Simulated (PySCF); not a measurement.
# Si2H5OF (SMILES F[SiH2]O[SiH3]) at 3 levels

We compute a comparison of 3 runs (MP2/cc-pVDZ, MP2/aug-cc-pVDZ, MP2/cc-pVTZ) of Si2H5OF. The job is set up through a Python script.

The calculation is run with PySCF 2.14.0.

## Step 1: Starting point

The species is Si2H5OF (9 atoms), meant as a singlet with charge 0. As SMILES, `F[SiH2]O[SiH3]`. The shape is that of a PBE0-D4/def2-TZVP optimisation. This is one conformer, not always the lowest.

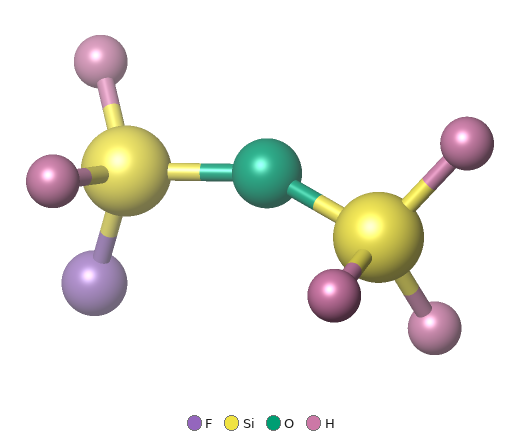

Viewed from a chosen angle; fluorine purple, silicon yellow, oxygen teal, hydrogen pink.

## Step 2: A single-point energy at MP2/cc-pVDZ (run 1)

The input, input.py:

```python
from pyscf import gto, scf, mp

mol = gto.M(
    atom='''
F     -1.694000     1.210500    -1.272300
Si    -0.171500     1.320100    -0.812600
O      0.351200    -0.127900    -0.321100
Si     0.285400    -1.347000     0.774900
H      0.623200     1.737300    -1.984500
H     -0.123700     2.293600     0.301100
H      1.618500    -1.993000     0.825600
H     -0.738800    -2.335100     0.357400
H     -0.061900    -0.805000     2.114200
''',
    verbose=3,
    basis='cc-pvdz',
    max_memory=1860,
)

calc0 = scf.RHF(mol)
calc0.conv_tol = 1e-10
calc0.kernel()
if not calc0.converged:
    calc0 = calc0.newton().run(calc0.mo_coeff, calc0.mo_occ)

pt = mp.MP2(calc0, frozen=12).run()
energy = pt.e_tot
print(f'total energy: {energy:.8f} hartree')
```

The run is started by

```bash
$ OMP_NUM_THREADS=1 python input.py
```

Standard output:

```text
converged SCF energy = -755.214213199862
E(RMP2) = -755.780823688093  E_corr = -0.566610488230722
E(SCS-RMP2) = -755.779963364425  E_corr = -0.565750164562949
total energy: -755.78082369 hartree
```

It took 2.4 s on 1 thread of Arm Neoverse V1, shared host; peak memory 0.21 GiB.

## Step 3: A single-point energy at MP2/aug-cc-pVDZ (run 2)

The input, input.xyz:

```xyz
9
FH5OSi2
F     -1.694000     1.210500    -1.272300
Si    -0.171500     1.320100    -0.812600
O      0.351200    -0.127900    -0.321100
Si     0.285400    -1.347000     0.774900
H      0.623200     1.737300    -1.984500
H     -0.123700     2.293600     0.301100
H      1.618500    -1.993000     0.825600
H     -0.738800    -2.335100     0.357400
H     -0.061900    -0.805000     2.114200
```

The input, input.py:

```python
from pyscf import gto, scf, mp

mol = gto.Mole()
mol.atom = 'input.xyz'
mol.max_memory = 1860
mol.charge = 0
mol.basis = 'aug-cc-pvdz'
mol.spin = 0
mol.verbose = 3
mol.build()

mf = scf.RHF(mol)
mf.conv_tol = 1e-10
mf.kernel()
if not mf.converged:
    mf = mf.newton().run(mf.mo_coeff, mf.mo_occ)

pt = mp.MP2(mf, frozen=12).run()
e_final = pt.e_tot
print('Final energy', e_final)
```

The run is started by

```bash
$ OMP_NUM_THREADS=1 python input.py
```

Standard output:

```text
converged SCF energy = -755.236963041602
E(RMP2) = -755.846357466094  E_corr = -0.609394424491341
E(SCS-RMP2) = -755.844286809374  E_corr = -0.607323767771217
Final energy -755.8463574660938
```

Wall time 9.3 s (1 thread of Arm Neoverse V1, shared host); peak memory 0.68 GiB.

## Step 4: The energy at MP2/cc-pVTZ (run 3)

The input, run.py:

```python
from pyscf import gto, scf, mp

mol = gto.M(
    atom='''
F       -1.694000       1.210500      -1.272300
Si      -0.171500       1.320100      -0.812600
O        0.351200      -0.127900      -0.321100
Si       0.285400      -1.347000       0.774900
H        0.623200       1.737300      -1.984500
H       -0.123700       2.293600       0.301100
H        1.618500      -1.993000       0.825600
H       -0.738800      -2.335100       0.357400
H       -0.061900      -0.805000       2.114200
''',
    basis='cc-pvtz',
    verbose=4,
    max_memory=1860,
    charge=0,
    spin=0,
)

calc0 = scf.RHF(mol)
calc0.conv_tol = 1e-10
calc0.kernel()
if not calc0.converged:
    calc0 = calc0.newton().run(calc0.mo_coeff, calc0.mo_occ)

pt = mp.MP2(calc0, frozen=12).run()
e_final = pt.e_tot
print(f'total energy: {e_final:.8f} hartree')
```

The run is started by

```bash
$ OMP_NUM_THREADS=1 python run.py
```

Standard output:

```text
PySCF version 2.14.0

[... 63 lines left out ...]
converged SCF energy = -755.339218968793
[... 1 line left out ...]
******** <class 'pyscf.mp.mp2.RMP2'> ********
nocc = 13, nmo = 186
frozen orbitals 12
E(RMP2) = -756.07156576324  E_corr = -0.732346794447238
E(SCS-RMP2) = -756.074754143404  E_corr = -0.735535174611249
E_corr(same-spin) = -0.165324206221658
E_corr(oppo-spin) = -0.56702258822558
total energy: -756.07156576 hartree
```

Run time: 53 s. Hardware: 1 thread of Arm Neoverse V1, shared host; peak memory 2.9 GiB.

## Step 5: Overview of the runs

```csv
run,level,energy (Eh),dipole moment (D) of the reference,HOMO energy (eV),LUMO energy (eV),wall time
1,MP2/cc-pVDZ,-755.780824,1.49,-12.49,3.79,2.4 s
2,MP2/aug-cc-pVDZ,-755.846357,1.40,-12.49,1.03,9.3 s
3,MP2/cc-pVTZ,-756.071566,1.32,-12.55,3.35,53 s
```

## Step 6: Results

```
                                           quantity          value
                                run 3: total energy  -756.07157 Eh
        run 3: dipole moment (Hartree–Fock density)         1.32 D
         run 3: HOMO energy (Hartree–Fock orbitals)      -12.55 eV
         run 3: LUMO energy (Hartree–Fock orbitals)        3.35 eV
       run 3: HOMO–LUMO gap (Hartree–Fock orbitals)       15.90 eV
run 3: correlation energy (12 core orbitals frozen)     -732.3 mEh
```

What this shows: Over the runs the total energy spans 7.911 eV. All runs together took 65 s, the longest 53 s.
